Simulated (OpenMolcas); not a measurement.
**CH6ClNSi: a line through the functionals**

CH6ClNSi: 10 atoms, total charge 0, spin state singlet. As SMILES, `C[SiH](N)Cl`. The shape is that of a PBE0-D4/def2-TZVP optimisation. This is one conformer, not always the lowest.

The vertical ionisation energy (to the doublet cation) y, in eV, basis 6-31G(d); a is the functional's share of exact exchange. Programs: OpenMolcas 26.06.

| functional | program | a | y (eV) |
| --- | --- | --- | --- |
| BLYP | OpenMolcas | 0 | 9.43 |
| TPSS | OpenMolcas | 0 | 9.65 |
| B3LYP | OpenMolcas | 0.2 | ? |
| PBE0 | OpenMolcas | 0.25 | 9.97 |
| BHLYP | OpenMolcas | 0.5 | 10.00 |

Task: Fit y = c + s·a to the known rows and predict B3LYP.

Result: 
1. Means of the 4 rows: a = 0.1875, y = 9.762.
2. Σ(Δa)² = 0.17188, Σ(Δa·Δy) = 0.17063, so the slope is 0.17063/0.17188 = 0.99273.
3. Intercept: 9.762 − (0.99273) × 0.1875 = 9.576. The largest residual of the fit is 0.15.
4. B3LYP: 9.576 + (0.99273) × 0.2 = 9.77 eV.

The run gave 9.93 eV, so the prediction is off by -0.16 eV, about the largest residual. The rows mix families of semi-local functionals, which the line can't see.

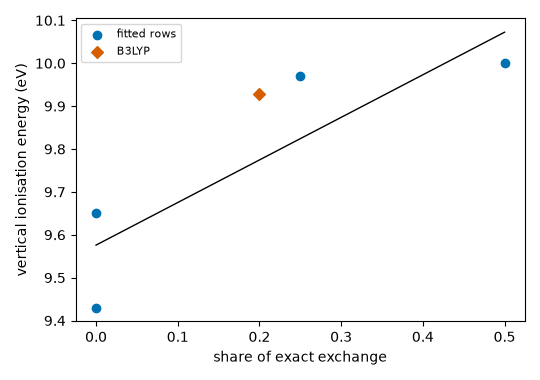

The fitted line, with the withheld row.
